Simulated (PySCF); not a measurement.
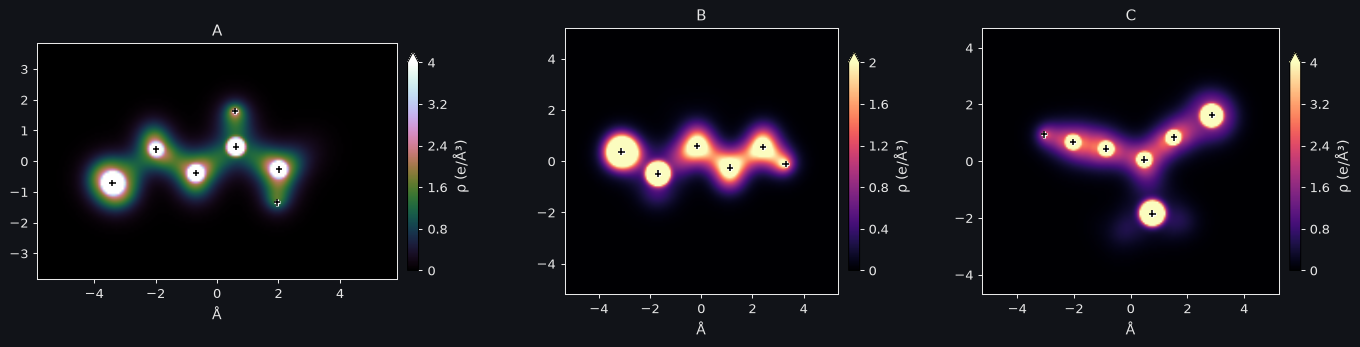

The total electron density of 3 systems, each on a plane through atoms (crosses mark nuclei in the plane).

These are results of PySCF 2.14.0, PBE0/pcSseg-1, SCF density, gas phase, non-relativistic, not measurements.

System 1: C5H15NOSi, the plane of atoms C1, C2 and C3. Geometry: PBE0-D3(BJ)/def2-SVP.

```yaml
atoms:
  - { symbol: C, position_ang: [-2.8335, 0.6268, -0.7014] }
  - { symbol: C, position_ang: [-1.3446, 0.3379, -0.8371] }
  - { symbol: C, position_ang: [-0.7211, -0.4010, 0.3551] }
  - { symbol: C, position_ang: [-1.3354, -1.7801, 0.6003] }
  - { symbol: Si, position_ang: [1.1481, -0.5549, 0.1582] }
  - { symbol: O, position_ang: [1.8481, -1.5044, 1.3454] }
  - { symbol: N, position_ang: [1.7979, 1.0441, 0.2000] }
  - { symbol: C, position_ang: [3.1632, 1.3940, -0.1078] }
  - { symbol: H, position_ang: [-3.4268, -0.2976, -0.6373] }
  - { symbol: H, position_ang: [-3.0425, 1.2174, 0.2058] }
  - { symbol: H, position_ang: [-3.2092, 1.1974, -1.5650] }
  - { symbol: H, position_ang: [-0.8115, 1.2915, -0.9986] }
  - { symbol: H, position_ang: [-1.1681, -0.2513, -1.7555] }
  - { symbol: H, position_ang: [-0.8809, 0.2163, 1.2627] }
  - { symbol: H, position_ang: [-1.2486, -2.4158, -0.2971] }
  - { symbol: H, position_ang: [-0.8208, -2.3048, 1.4190] }
  - { symbol: H, position_ang: [-2.4043, -1.7208, 0.8599] }
  - { symbol: H, position_ang: [1.4860, -1.3093, -1.0865] }
  - { symbol: H, position_ang: [1.9127, -1.0795, 2.2063] }
  - { symbol: H, position_ang: [1.1524, 1.8245, 0.1888] }
  - { symbol: H, position_ang: [3.3092, 1.7453, -1.1472] }
  - { symbol: H, position_ang: [3.8136, 0.5165, 0.0310] }
  - { symbol: H, position_ang: [3.5489, 2.1797, 0.5648] }
```

System 2: C4H4OSSi (SMILES C#CC(=C=S)[SiH2]O), the plane of atoms C2, C3 and Si6. Geometry: GFN2-xTB.

```yaml
atoms:
  - { symbol: C, position_ang: [-1.1904, -2.1418, -0.1342] }
  - { symbol: C, position_ang: [-0.9884, -0.9565, -0.1467] }
  - { symbol: C, position_ang: [-0.6405, 0.4012, -0.1293] }
  - { symbol: C, position_ang: [-1.4446, 1.4097, -0.2598] }
  - { symbol: S, position_ang: [-2.2513, 2.7377, -0.3865] }
  - { symbol: Si, position_ang: [1.2401, 0.7392, 0.0732] }
  - { symbol: O, position_ang: [1.8376, -0.3574, 1.1019] }
  - { symbol: H, position_ang: [-1.4317, -3.1619, -0.1418] }
  - { symbol: H, position_ang: [1.8316, 0.5965, -1.2578] }
  - { symbol: H, position_ang: [1.4703, 2.0103, 0.7336] }
  - { symbol: H, position_ang: [1.5728, -1.2744, 1.0912] }
```

System 3: C4H7BClN, the plane of atoms C5, B4 and H12. Geometry: GFN2-xTB.

```xyz
14

Cl    0.7523   -2.8579   -2.1944
C    -0.2851   -1.7612   -1.2261
C     0.2778   -1.5751    0.1737
B    -0.5624   -0.6465    1.1235
C     0.0325   -0.2708    2.5443
C    -0.9495   -0.3845    3.5894
N    -1.7300   -0.4973    4.4173
H    -1.2753   -2.2137   -1.2023
H    -0.3265   -0.8184   -1.7699
H     1.3087   -1.2157    0.0954
H     0.3643   -2.5597    0.6472
H    -1.6054   -0.2209    0.8071
H     0.9057   -0.8623    2.8308
H     0.3418    0.7802    2.5177
```

Q: Match each panel to its system.

A: Panel A is system 3, C4H7BClN: the plane holds Cl, C, B and H. C–B (1.57 Å): ρ at the midpoint is about 1.4 e/Å³. Panel B is system 1, C5H15NOSi: the plane holds C, Si, O and H. C–C (1.52 Å): the density is about 1.6 e/Å³ at the midpoint. Panel C is system 2, C4H4OSSi: the plane holds C, S, Si and H. C–C (1.20 Å): the density is about 2.7 e/Å³ at the midpoint.
